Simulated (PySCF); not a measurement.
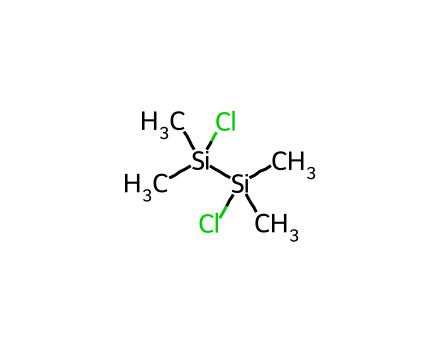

**Write the SMILES.**

C[Si](C)(Cl)[Si](C)(C)Cl

**Give the formula, hydrogens included.**

C4H12Cl2Si2.

More results for the same structure follow; atom numbers are the same in all pictures, views and colours differ. The computed structure is the end point of a PBE0-D3(BJ)/def2-SVP optimisation. No frequency run is at hand to confirm it as a minimum.

**Geometry**

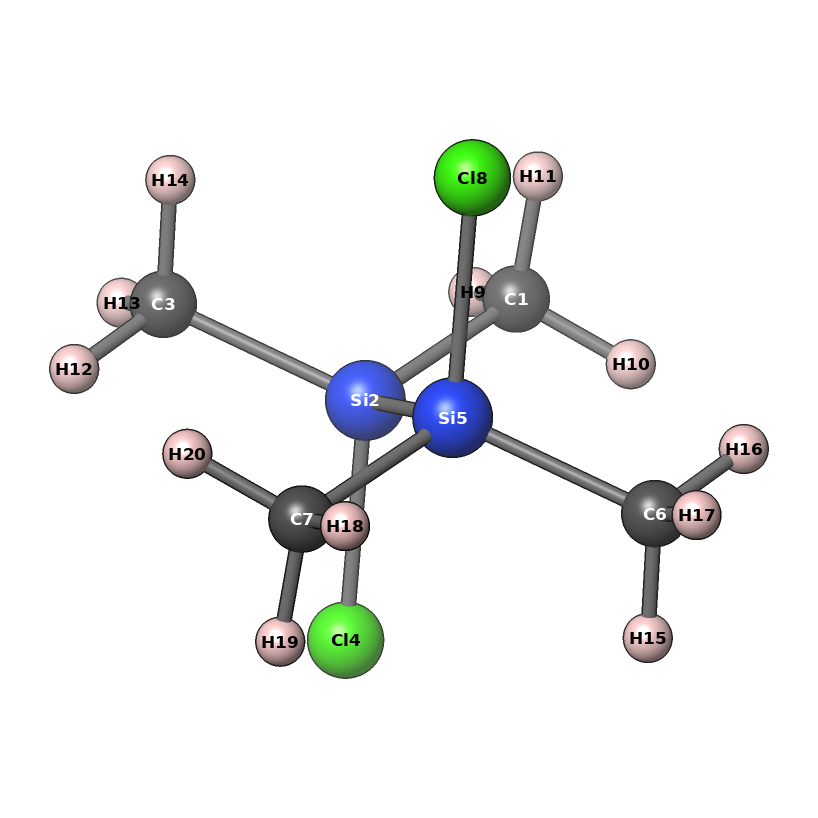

Si2 lies behind Si5. The molecule seen a little off the Si5–Si2 bond, Si5 in front. Distant atoms are faded towards the background colour. No frequency run is at hand to confirm it as a minimum.

**What is the torsion angle Cl8–Si5–Si2–Cl4? The sign is positive where the front bond must turn clockwise to cover the back bond.**

180°, antiperiplanar (anti). The bonds about Si5–Si2 are staggered.

**Quadrupole coupling**

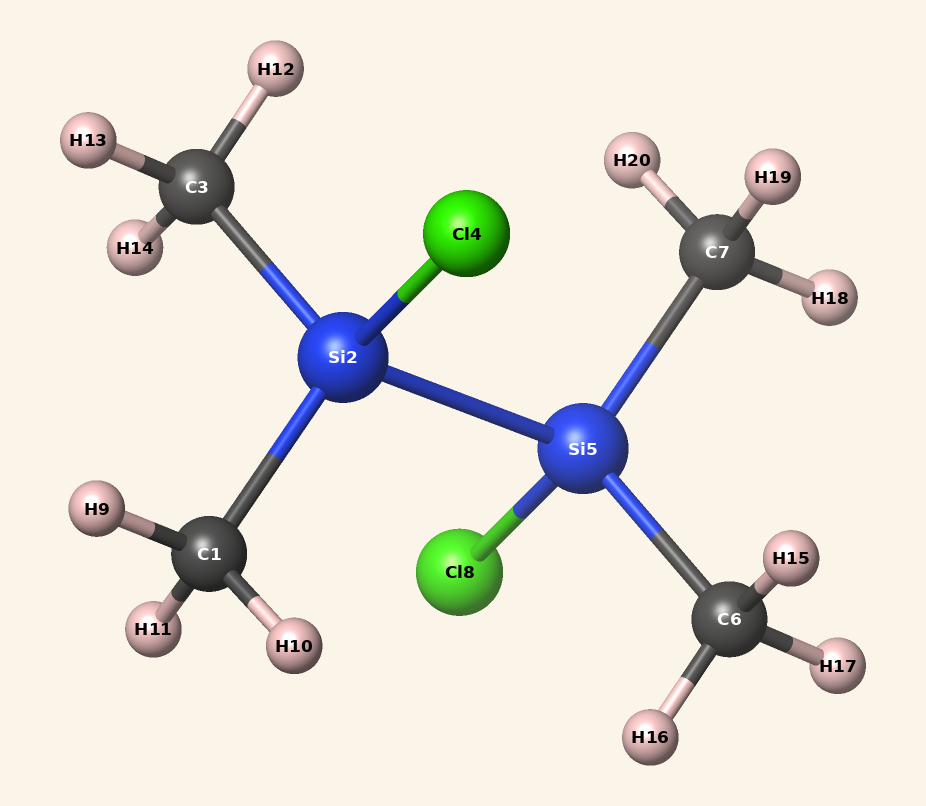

No frequency run is at hand to confirm it as a minimum. Electric field gradients from the ground-state density, PBE0/pcSseg-1 in chloroform (IEF-PCM) (PySCF 2.14.0), non-relativistic apart from any core potentials.

Give the largest field-gradient component, the quadrupole coupling constant and the asymmetry for 35Cl at Cl4 (Q = −81.7 mb).

| atom | V_zz (a.u.) | e²qQ/h (MHz) | η |
| --- | --- | --- | --- |
| Cl4 | 2.033 | −39.0 | 0.02 |

**Electronic properties**

No frequency run is at hand to confirm it as a minimum. Level of theory: ωB97X-D/pcSseg-1 in chloroform (IEF-PCM) (PySCF 2.14.0).

**Give the HOMO energy (Kohn–Sham orbital) at this level.**

−9.24 eV.

**Estimate the dipole moment.**

0.00 D.

**What is the HOMO–LUMO gap?**

11.01 eV.

**NMR shielding**

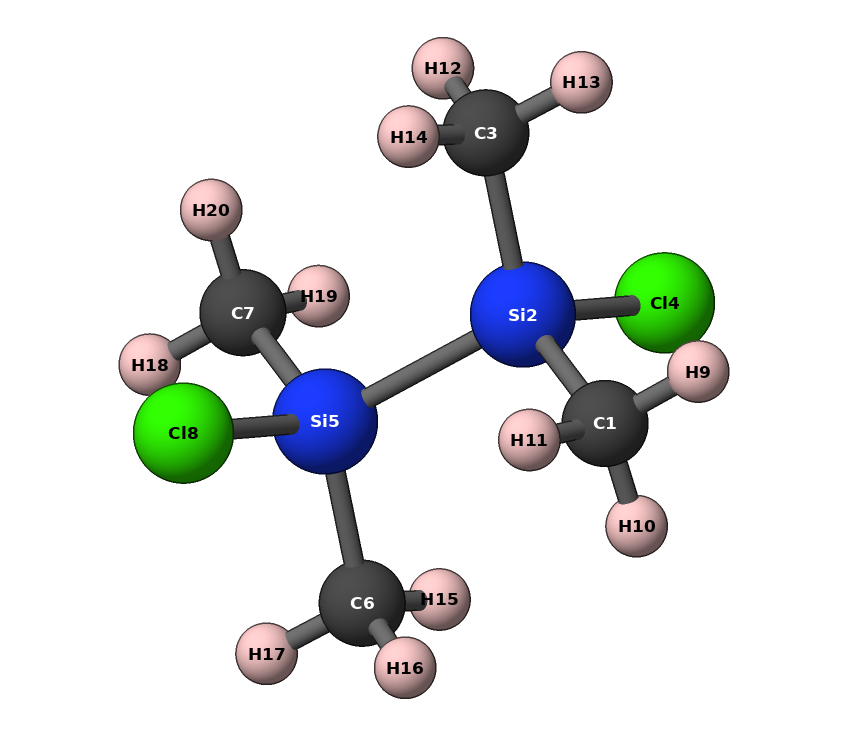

No frequency run is at hand to confirm it as a minimum. Properties computed with GIAO PBE0/pcSseg-1 NMR shielding, non-relativistic, IEF-PCM cyclohexane (PySCF 2.14.0). Principal shieldings σ11 ≤ σ22 ≤ σ33, span Ω = σ33 − σ11, skew κ = 3(σiso − σ22)/Ω.

Give the shielding tensors of the Si atoms.

```tsv
atom	σ11	σ22	σ33	σiso	Ω	κ
Si2, Si5	278.2	335.1	355.7	323.0	77.5	−0.47
```

Shieldings and span in ppm.
